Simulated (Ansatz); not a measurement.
# Effort and miss along a sweep of kpoints.mp_grid.grid: FeAg2SnS4 (I-4, 8 atoms in the cell)

Cell: a = 6.9375 Å, b = 6.9375 Å, c = 6.9375 Å, α = 131.86°, β = 131.86°, γ = 70.44°.

Method of the run: PBE (plane waves, PAW; Ansatz, an electronic-structure program).

Base settings: kpoints.mp_grid.grid = 5 5 5; kpoints.mp_grid.shift = 0.5 0.5 0.5; hamiltonian.xc = pbe; hamiltonian.pseudopotentials = {kind: paw} (the program's default PAW files); magnetization.spin_polarized = true; scf.occupations.method = gaussian; scf.occupations.width = 0.1 eV.

Misses are taken against the tightest run, 9 9 9, which need not be fully converged itself. The energy is the free energy per atom.

The count of work is k-points × plane waves × bands × iterations; it is no time, and leaves out set-up, grids and terms that scale otherwise. Core times come from one kind of shared machine and are given to one figure; runs under 30 s give none.

The starting cell was generated: these elements placed on a structure prototype, without a prior relaxation; it need not be a known phase or ordering of this composition. With one magnetic atom in the cell only a parallel order is possible. In the base run, forces exceed 1 eV/Å. Ansatz's pressure includes its estimate of the finite-basis (Pulay) stress.

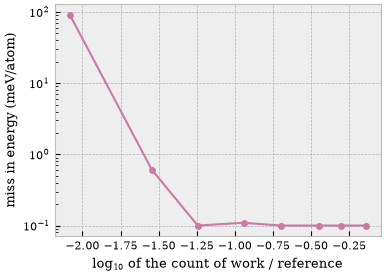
Figure: Miss against the count of work; the reference run is not drawn, and misses under 0.1 meV/atom are drawn there.

```
kpoints.mp_grid.grid  energy less reference (meV/atom)  pressure less reference (GPa)  largest difference in the force on any atom (eV/Å)  count of work / reference  core time / reference (rough)
--------------------  --------------------------------  -----------------------------  --------------------------------------------------  -------------------------  -----------------------------
1 1 1                                            91.96                           1.38                                               0.606                     0.0083                              –
2 2 2                                             0.61                           0.09                                               0.066                      0.029                              –
3 3 3                                            -0.09                           0.03                                               0.005                      0.057                              –
4 4 4                                            -0.11                           0.00                                               0.003                       0.11                              –
5 5 5                                            -0.03                           0.00                                               0.001                       0.20                            0.2
6 6 6                                            -0.03                           0.00                                               0.000                       0.36                            0.2
7 7 7                                             0.00                           0.00                                               0.000                       0.50                            0.6
8 8 8                                             0.00                           0.00                                               0.000                       0.72                            1.0
9 9 9                                             0.00                           0.00                                               0.000                        1.0                              1
```

Coarsest setting among those run that, with all tighter ones, holds the energy within 20 meV/atom of the reference: 2 2 2, off by 0.61 meV/atom; it needs 0.029 of the reference's count of work.

Coarsest setting among those run that, with all tighter ones, holds the energy within 0.5 meV/atom of the reference: 3 3 3, off by 0.09 meV/atom; it needs 0.057 of the reference's count of work.

The step from 1 1 1 to 2 2 2: it takes the miss in the energy from 92 to 0.61 meV/atom, for 3.5 times the count of work.

Keys are those of Ansatz 0.2.
